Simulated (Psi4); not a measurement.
# One shape, several levels: SnCl2 (SMILES [Cl][Sn][Cl])

We compute a comparison of 6 runs (HF/STO-3G, B3LYP/def2-SVP, PBE/def2-SVP, UBOP/def2-SV(P), wB97X/def2-SVP, UM11-L/def2-SVPD) of SnCl2. 

Program for the calculation: Psi4 1.11.

4 further runs of the same task are left out: 1 that didn't finish, 3 set aside as unsound or not needed.

## 1. The system as given

SnCl2 has 3 atoms, charge 0, and is taken as a singlet. SMILES: `[Cl][Sn][Cl]`. The shape comes from GFN2-xTB, which is rough for such elements, and wasn't checked as a minimum.

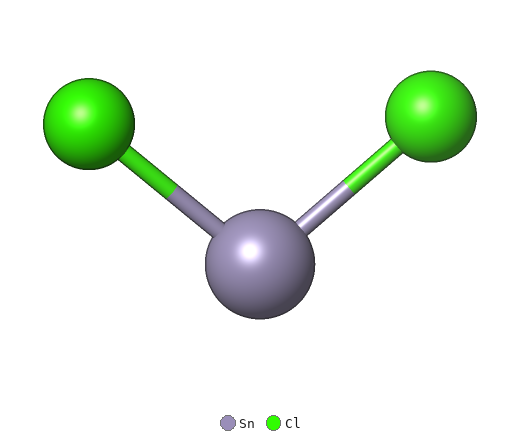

Viewed from a chosen angle; tin purple, chlorine green.

## 2. Energy and gradient at HF/STO-3G (run 1)

Input file input.inp:

```
memory 1600 MB

molecule system {
  0 1
  Sn
  Cl 1 r2
  Cl 1 r3 2 a3

  r2 = 2.377849
  r3 = 2.377479
  a3 = 99.53792
  symmetry c1
  no_reorient
  no_com
}

set basis STO-3G
set puream true
set e_convergence 1e-09
set d_convergence 1e-08
set scf_type pk

gradient("scf")
```

Command:

```console
$ psi4 input.inp input.out -n 1
```

input.out:

```text
[...]
  Running in c1 symmetry.
[...]
  Nuclear repulsion =  420.480096357194157
[...]
  Multiplicity = 1
[...]
  Nalpha       = 42
  Nbeta        = 42
[...]
    Number of basis functions: 45
[...]
   @RHF iter   1: -6872.51327563822088   -3.20696e+00   7.32711e-03 ADIIS/DIIS
[...]
   @RHF iter   9: -6872.58660851256627   -9.09495e-13   2.17463e-09 DIIS
[...]
    Orbital Energies [Eh]
    ---------------------
    Doubly Occupied:
       1A   -1029.951372     2A   -153.584402     3A   -145.413696
       4A   -145.413255     5A   -145.413000     6A   -103.601640
       7A   -103.601542     8A    -29.663324     9A    -26.646268
      10A    -26.644730    11A    -26.643391    12A    -18.248516
      13A    -18.248366    14A    -18.247191    15A    -18.245563
      16A    -18.245508    17A    -10.298973    18A    -10.298692
      19A     -7.741879    20A     -7.741549    21A     -7.737978
      22A     -7.737866    23A     -7.737539    24A     -7.737407
      25A     -4.879449    26A     -3.635332    27A     -3.629615
      28A     -3.623573    29A     -0.996005    30A     -0.994680
      31A     -0.953892    32A     -0.948922    33A     -0.943483
      34A     -0.941397    35A     -0.914525    36A     -0.507037
[...]
  @RHF Final Energy: -6872.58660851256627
   => Energetics <=
    Nuclear Repulsion Energy =            420.4800963571941566
    One-Electron Energy =              -10346.1240401935683622
    Two-Electron Energy =                3053.0573353238078198
    Total Energy =                      -6872.5866085125662721
[...]
 Multipole Moments:
 ------------------------------------------------------------------------------------
     Multipole            Electronic (a.u.)      Nuclear  (a.u.)        Total (a.u.)
 ------------------------------------------------------------------------------------
 L = 1.  Multiply by 2.5417464519 to convert [e a0] to [Debye]
 Dipole X            :          7.8866319           -6.7658592            1.1207727
 Dipole Y            :          6.6739261           -5.7249479            0.9489782
 Dipole Z            :         -0.0000000            0.0000000           -0.0000000
 Magnitude           :                                                    1.4685677
[...]
  -Total Gradient:
     Atom            X                  Y                   Z
    ------   -----------------  -----------------  -----------------
       1        0.010461936726     0.008946621697    -0.000000000000
       2        0.006238481919    -0.018079591498    -0.000000000000
       3       -0.016700418157     0.009132970257     0.000000000000
[...]
```

Wall time 1.9 s (1 thread of Intel Xeon 6975P-C (Granite Rapids), shared host); peak memory 0.19 GiB.

## 3. Energy and gradient at B3LYP/def2-SVP (core potential) (run 2)

Input file input.json:

```json
{
  "schema_name": "qcschema_input",
  "schema_version": 1,
  "molecule": {
    "schema_name": "qcschema_molecule",
    "schema_version": 2,
    "symbols": ["Sn", "Cl", "Cl"],
    "geometry": [0.00927856, -0.01353044, -1.93458822, 3.42531757, -0.03594259, 0.98458511, -3.43459613, 0.04947303, 0.95000312],
    "molecular_charge": 0,
    "molecular_multiplicity": 1,
    "fix_symmetry": "c1"
  },
  "driver": "gradient",
  "model": {
    "method": "b3lyp",
    "basis": "def2-SVP"
  },
  "keywords": {
    "reference": "rks",
    "puream": true,
    "e_convergence": 1e-09,
    "d_convergence": 1e-08,
    "scf_type": "pk",
    "dft_radial_points": 99,
    "dft_spherical_points": 590,
    "scf_properties": ["DIPOLE", "MULLIKEN_CHARGES", "LOWDIN_CHARGES"]
  }
}
```

Command:

```console
$ psi4 --qcschema input.json -n 1 --memory 1600MB
```

stdout:

```text
[...]
    !!!  WARNING: ECP capability is in beta. Please check occupations closely.  !!!
[...]
  Running in c1 symmetry.
[...]
  Nuclear repulsion =  208.601236724863810
[...]
  Multiplicity = 1
[...]
  Nalpha       = 28
  Nbeta        = 28
[...]
    Number of basis functions: 62
[...]
   @RKS iter   1: -1134.55694094606224   -1.23020e+00   5.64358e-03 ADIIS/DIIS
[...]
   @RKS iter  11: -1134.61851421603251   -2.04636e-12   1.62750e-09 DIIS
[...]
    Orbital Energies [Eh]
    ---------------------
    Doubly Occupied:
       1A   -101.480686     2A   -101.480619     3A     -9.434943
       4A     -9.434881     5A     -7.200240     6A     -7.200183
       7A     -7.196558     8A     -7.196501     9A     -7.195065
      10A     -7.195008    11A     -5.144057    12A     -3.488446
      13A     -3.483408    14A     -3.480854    15A     -1.070449
      16A     -1.067659    17A     -1.066593    18A     -1.065385
      19A     -1.061046    20A     -0.797745    21A     -0.781027
      22A     -0.485004    23A     -0.361285    24A     -0.330227
      25A     -0.327703    26A     -0.308415    27A     -0.299411
      28A     -0.279075
[...]
  @RKS Final Energy: -1134.61851421603251
   => Energetics <=
    Nuclear Repulsion Energy =            208.6012367248638100
    One-Electron Energy =               -2063.8863258164665240
    Two-Electron Energy =                 780.9398392047154402
    DFT Exchange-Correlation Energy =     -60.2732643291453130
    Empirical Dispersion Energy =           0.0000000000000000
    VV10 Nonlocal Energy =                  0.0000000000000000
    Total Energy =                      -1134.6185142160327359
[...]
 Multipole Moments:
 ------------------------------------------------------------------------------------
     Multipole            Electronic (a.u.)      Nuclear  (a.u.)        Total (a.u.)
 ------------------------------------------------------------------------------------
 L = 1.  Multiply by 2.5417464519 to convert [e a0] to [Debye]
 Dipole X            :         -0.1947427            0.1894464           -0.0052963
 Dipole Y            :        -40.0024211           38.7973534           -1.2050677
 Dipole Z            :         -0.0000001           -0.0000000           -0.0000001
 Magnitude           :                                                    1.2050793
[...]
  Mulliken Charges: (a.u.)
   Center  Symbol    Alpha    Beta     Spin     Total
       1    SN    10.69198 10.69198  0.00000  0.61603
       2    CL     8.65404  8.65404  0.00000 -0.30809
       3    CL     8.65397  8.65397  0.00000 -0.30794
   Total alpha = 28.00000, Total beta = 28.00000, Total charge =  0.00000
  Lowdin Charges: (a.u.)
   Center  Symbol    Alpha    Beta     Spin     Total
       1    SN    10.87199 10.87199  0.00000  0.25603
       2    CL     8.56406  8.56406  0.00000 -0.12813
       3    CL     8.56395  8.56395  0.00000 -0.12790
[...]
  -Total Gradient:
     Atom            X                  Y                   Z
    ------   -----------------  -----------------  -----------------
       1        0.000121144059     0.010155718916    -0.000000000609
       2        0.006327690013    -0.005058056209     0.000000000313
       3       -0.006448786890    -0.005054194653     0.000000000296
[...]
```

The result, in JSON:

```text
{
 "driver": "gradient",
 "model": {
  "method": "b3lyp",
  "basis": "def2-SVP"
 },
 "success": true,
 "return_result": [0.00012114405922076263, 0.010155718915877882, -6.094202249411705e-10, 0.006327690013360435, -0.0050580562093826, 3.132570219725183e-10, -0.006448786889575259, -0.005054194652987093, 2.964338012276521e-10],
 "properties": {
  "calcinfo_nbasis": 62,
  "calcinfo_nmo": 62,
  "calcinfo_nalpha": 28,
  "calcinfo_nbeta": 28,
  "calcinfo_natom": 3,
  "nuclear_repulsion_energy": 208.6012367248638,
  "return_energy": -1134.6185142160325,
  "return_gradient": [0.00012114405922076263, 0.010155718915877882, -6.094202249411705e-10, 0.006327690013360435, -0.0050580562093826, 3.132570219725183e-10, -0.006448786889575259, -0.005054194652987093, 2.964338012276521e-10],
  "scf_one_electron_energy": -2063.8863258164665,
  "scf_two_electron_energy": 780.9398392047154,
  "scf_xc_energy": -60.27326432914531,
  "scf_dipole_moment": [-0.005296298549784417, -1.2050677013068594, -5.2854154050105024e-08],
  "scf_total_energy": -1134.6185142160325,
  "scf_total_gradient": [0.00012114405922076263, 0.010155718915877882, -6.094202249411705e-10, 0.006327690013360435, -0.0050580562093826, 3.132570219725183e-10, -0.006448786889575259, -0.005054194652987093, 2.964338012276521e-10],
  "scf_iterations": 11
 }
}
```

It took 5.7 s on 1 thread of Intel Xeon 6975P-C (Granite Rapids), shared host; peak memory 0.46 GiB.

Runs 3 to 5 aren't shown in full; the table further down has their settings and results.

## 4. Energy and one-electron properties at UM11-L/def2-SVPD (density fitting, core potential) (run 6)

Input file calc.in:

```
memory 1600 MB

molecule molecule1 {
  Sn     0.004910    -0.007160    -1.023740
  Cl     1.812600    -0.019020     0.521020
  Cl    -1.817510     0.026180     0.502720
  symmetry c1
  no_reorient
  no_com
}

set globals {
  basis     def2-SVPD
  reference uks
  scf_type  df
  guess     sap
  maxiter   100
}

energy_value, wavefunction = energy('m11-l', return_wfn=True)
oeprop(wavefunction, 'LOWDIN_CHARGES', 'MULTIPOLE(3)', 'MAYER_INDICES', 'DIPOLE', 'NO_OCCUPATIONS', title='M11-L')
```

Command:

```console
$ psi4 -n 1 calc.in calc.out
```

calc.out:

```text
[...]
    !!!  WARNING: ECP capability is in beta. Please check occupations closely.  !!!
[...]
  Running in c1 symmetry.
[...]
  Nuclear repulsion =  208.601236606419718
[...]
  Multiplicity = 1
[...]
  Nalpha       = 28
  Nbeta        = 28
[...]
    Number of basis functions: 86
[...]
   @DF-UKS iter   1:  -944.69394888875229   -9.44694e+02   2.34647e-01 ADIIS
[...]
   @DF-UKS iter  12: -1134.80470611059695   -1.99184e-08   1.33124e-07 DIIS
[...]
   @S^2 Observed:               -7.105427358E-15
[...]
    Orbital Energies [Eh]
    ---------------------
    Alpha Occupied:
       1A   -101.951845     2A   -101.951799     3A     -9.906115
       4A     -9.906065     5A     -7.215247     6A     -7.215197
       7A     -7.212394     8A     -7.212344     9A     -7.211275
      10A     -7.211224    11A     -5.292336    12A     -3.584831
      13A     -3.579191    14A     -3.574464    15A     -1.076212
      16A     -1.074607    17A     -1.070045    18A     -1.068996
      19A     -1.065456    20A     -0.807649    21A     -0.796635
      22A     -0.453543    23A     -0.358762    24A     -0.321960
      25A     -0.321475    26A     -0.307312    27A     -0.297258
      28A     -0.279214
    Alpha Virtual:
[...]
  @DF-UKS Final Energy: -1134.80470611059695
   => Energetics <=
    Nuclear Repulsion Energy =            208.6012366064197181
    One-Electron Energy =               -2063.7641469134623549
    Two-Electron Energy =                 795.3468771291148869
    DFT Exchange-Correlation Energy =     -74.9886729326692176
    Empirical Dispersion Energy =           0.0000000000000000
    VV10 Nonlocal Energy =                  0.0000000000000000
    Total Energy =                      -1134.8047061105969533
[...]
 Multipole Moments:
 ------------------------------------------------------------------------------------
     Multipole            Electronic (a.u.)      Nuclear  (a.u.)        Total (a.u.)
 ------------------------------------------------------------------------------------
 L = 1.  Multiply by 2.5417464519 to convert [e a0] to [Debye]
 Dipole X            :         -0.0412458            0.0463928            0.0051469
 Dipole Y            :          0.0592059           -0.0676522           -0.0084463
 Dipole Z            :          8.4641256           -9.6729411           -1.2088155
 Magnitude           :                                                    1.2088559
[...]
```

Wall time 6 s (1 thread of Intel Xeon 6975P-C (Granite Rapids), shared host); peak memory 0.56 GiB.

Atomic charges (e):

```csv
atom,Löwdin
Sn1,+0.745
Cl2,-0.373
Cl3,-0.372
```

## 5. The series

```csv
run,level,core potential,integration grid,energy (Eh),dipole moment (D),HOMO energy (eV),LUMO energy (eV),wall time
1,HF/STO-3G,none,–,-6872.586609,3.73,-7.09,2.71,1.9 s
2,B3LYP/def2-SVP (core potential),def2,99 radial × 590 angular,-1134.618514,3.06,-7.59,-3.18,5.7 s
3,PBE/def2-SVP (core potential),def2,99 radial × 590 angular,-1134.141087,2.84,-6.73,-3.63,6.3 s
4,UBOP/def2-SV(P) (core potential),def2,75 radial × 302 angular,-1134.413772,2.88,-6.49,-3.40,2.4 s
5,wB97X/def2-SVP (core potential),def2,99 radial × 590 angular,-1134.553173,3.39,-9.97,-1.18,4.8 s
6,"UM11-L/def2-SVPD (density fitting, core potential)",def2,75 radial × 302 angular,-1134.804706,3.07,-7.60,-4.23,6 s
```

## 6. Results

| quantity | value |
| --- | --- |
| run 6: total energy | -1134.80471 Eh |
| run 6: dipole moment | 3.07 D |
| run 6: HOMO energy | -7.60 eV |
| run 6: LUMO energy | -4.23 eV |
| run 6: HOMO–LUMO gap | 3.37 eV |

**Reading.** The dipole moment (its size) runs from 2.84 D (PBE/def2-SVP) to 3.73 D (HF/STO-3G). The two ends differ in method and basis and core potential. The HOMO–LUMO gap runs from 3.09 eV (UBOP/def2-SV(P)) to 9.81 eV (HF/STO-3G). Totals of different functionals can't be ranked against each other. Some runs of one species differ in core potentials or relativity; totals across that change don't compare. In run 1 the basis is minimal, so the values are rough. In run 1 relativity is left out where basis or elements ask for it. All runs together took 27 s, the longest 6.3 s.
